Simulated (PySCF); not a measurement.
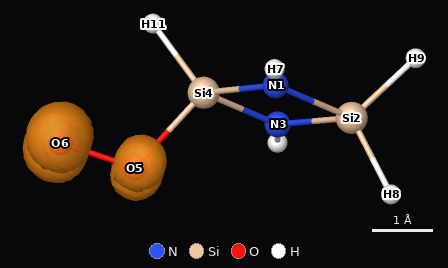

Figure 1: H₅N₂O₂Si₂ (SMILES [O]O[SiH]1N[SiH2]N1) (doublet). Isosurface of the spin density (α minus β) at +0.1 e/Å³ (orange), seen from one side.

Geometry: PBE0-D3(BJ)/def2-SVP.

The calculation used UKS B3LYP, IGLO-III on N O Si, pcH-1 on H, non-relativistic, mean-field spin-orbit, GIAO (PySCF 2.14.0, density-fitted response routines).

```csv
atom,x (Å),y (Å),z (Å)
N,0.8566,0.6442,-0.6249
Si,1.0460,-1.0976,-0.5669
N,-0.5486,-1.1198,0.1613
Si,-0.7088,0.5972,0.1005
O,-0.7343,1.3035,1.6948
O,-1.6350,2.2486,1.8405
H,1.4478,1.3933,-0.9522
H,2.1599,-1.6043,0.2902
H,1.1497,-1.7704,-1.8962
H,-1.1322,-1.8563,0.5285
H,-1.8683,1.2329,-0.5654
```

Which atoms carry the spin?

Answer. The unpaired spin (1 electron) lies mostly on O6 (about 0.7) and O5 (about 0.3), in electrons by Hirshfeld's partition.
